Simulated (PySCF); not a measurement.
# Solver options tried on AlF⁺

Do solver options change the result for AlF⁺, or only the number of cycles?

Program: PySCF 2.14.0. Level of theory: method and basis as typed in the scripts. These are calculated values, not measurements.

3 further runs of the same task are left out: 3 that didn't finish.

### 1 The system as given

AlF⁺: 2 atoms, charge 1, spin multiplicity 2.

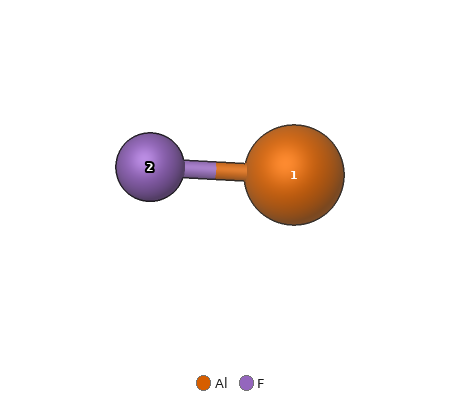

As it starts; aluminium orange, fluorine purple; atoms are numbered from 1 in the order of the file.

### 2 Base script

input.py

```python
from pyscf import gto, scf, tdscf

mol = gto.M(
    atom='Al 0 0 0; F 0 0 1.547',
    basis='3-21g',
    charge=1,
    spin=1,
    symmetry=True,
    verbose=4,
)
mf = scf.UHF(mol)
mf.kernel()
td = tdscf.TDA(mf)
td.nstates = 6
td.kernel()
td.analyze()
mf.dip_moment()
print('orbital energies (hartree):', [e[max(0, n-3):n+3].round(4) for e, n in zip(mf.mo_energy, mol.nelec)])
```

On the command line:

```console
> OMP_NUM_THREADS=1 python input.py
```

The log of this run is left out.

Base result: E(SCF) = -339.240013 Eh, 10 cycles, ⟨S²⟩ = 0.752, excitations 5.92, 5.92, 7.76, 7.76, 8.50 eV.

The bond length is a typed value, not an optimised one. The dipole of an ion depends on the origin.

### 3 Initial guess atom

Edit 1 changes initial guess: minao → atom.

input.py

```python
from pyscf import gto, scf, tdscf

mol = gto.M(
    atom='Al 0 0 0; F 0 0 1.547',
    basis='3-21g',
    charge=1,
    spin=1,
    symmetry=True,
    verbose=4,
)
mf = scf.UHF(mol)
mf.init_guess = 'atom'
mf.kernel()
td = tdscf.TDA(mf)
td.nstates = 6
td.kernel()
td.analyze()
mf.dip_moment()
print('orbital energies (hartree):', [e[max(0, n-3):n+3].round(4) for e, n in zip(mf.mo_energy, mol.nelec)])
```

On the command line:

```console
> OMP_NUM_THREADS=1 python input.py
```

### 4 Level shift 0.3 hartree

Edit 2 changes level shift: none → 0.3 hartree.

input.py, as its differences from that of step 2:

```diff
@@ -11,2 +11,3 @@
 mf = scf.UHF(mol)
+mf.level_shift = 0.3
 mf.kernel()
```

### 5 Level shift 0.5 hartree

Edit 3 changes level shift: none → 0.5 hartree.

input.py, as its differences from that of step 2:

```diff
@@ -11,2 +11,3 @@
 mf = scf.UHF(mol)
+mf.level_shift = 0.5
 mf.kernel()
```

Before running it: what results should come out? Wanted: for each run, E(SCF); from base; gap, α spin; after the SCF.

As calculated:

```
                    run  E(SCF) (hartree)  from base (eV)  cycles  gap, α spin (eV)              after the SCF
                   base       -339.240013               0      10             13.14  lowest root found 5.92 eV
     initial guess atom       -339.240013          0.0000      10             13.14  lowest root found 5.92 eV
level shift 0.3 hartree       -339.240013          0.0000      13             13.14  lowest root found 5.92 eV
level shift 0.5 hartree       -339.240013          0.0000      16             13.14  lowest root found 5.92 eV
```

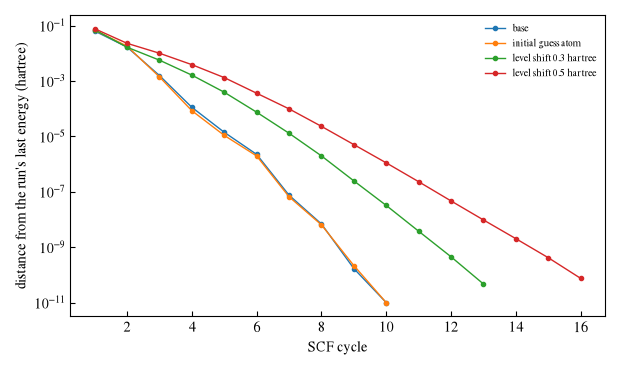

How each run approaches its own final energy.

**Reading.** The SCF energy stays the same, to the digits that matter, with initial guess atom or level shift 0.3 hartree or level shift 0.5 hartree. The base needs 10 cycles and the run with level shift 0.5 hartree needs 16.
